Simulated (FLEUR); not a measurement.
## Converging the k-point mesh at a smearing width of 0.05 eV: Ag (Fm-3m, 1 atom in the cell)

```
Ag
1.0
    0.00000     2.05523     2.05523
    2.05523     0.00000     2.05523
    2.05523     2.05523     0.00000
Ag
1
Direct
  0.00000   0.00000   0.00000
```

Level of theory: PBE, all-electron FLAPW (FLEUR), scalar-relativistic valence.

Base settings: Kmax = 3.9 1/bohr; GmaxXC = 11.7 1/bohr; xcFunctional = pbe; jspins = 1; l_soc = F; mode = hist; fermiSmearingEnergy = 0.00367493 Htr; mesh (inpgen div1-3) = 10 10 10; inpgen gamma flag = true; Gmax = 11.7 1/bohr.

In this ladder: fermiSmearingEnergy = 0.00183747 Htr. Moved along: kpt_gamma.

The second cell is the first with its lattice scaled by 0.98.

Only quantities that move along the ladder and can be compared are tabulated.

The starting cell has typed, rounded lattice constants, without a prior relaxation at this level. Its lattice was rescaled by up to half a per cent. Values depend on the basis (sphere radii, cutoffs, local orbitals), which need not be converged.

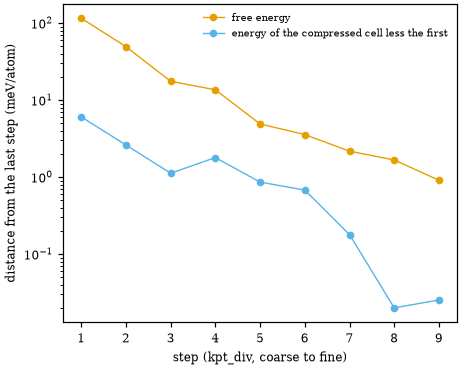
*Distance from the last step along the ladder; very small values are drawn at a floor.*

| kpt_div | free energy less the last step's (meV/atom) | energy of the compressed cell less the first (meV/atom) |
|---|---|---|
| 5 5 5 | -115.65 | 34.37 |
| 7 7 7 | -49.42 | 37.79 |
| 9 9 9 | -17.55 | 39.28 |
| 10 10 10 | 13.60 | 42.19 |
| 12 12 12 | 4.90 | 41.26 |
| 15 15 15 | 3.57 | 39.72 |
| 18 18 18 | -2.17 | 40.58 |
| 22 22 22 | -1.67 | 40.38 |
| 27 27 27 | 0.91 | 40.43 |
| 33 33 33 | 0.00 | 40.40 |

Coarsest kpt_div that holds the free energy within 2 meV/atom of the last step, with all finer ones: 22 22 22; the step before is off by 2.2 meV/atom.

Coarsest kpt_div that holds the energy of the compressed cell less the first within 2 meV/atom of the last step, with all finer ones: 9 9 9; the step before is off by 2.6 meV/atom.

The energy difference between the two cells stays within 1 meV/atom of the last step's from 12 12 12 on, the total only from 27 27 27 on: much of the error is common to both cells and cancels.

Left out of this page: 1 run of the series failed or unconverged.
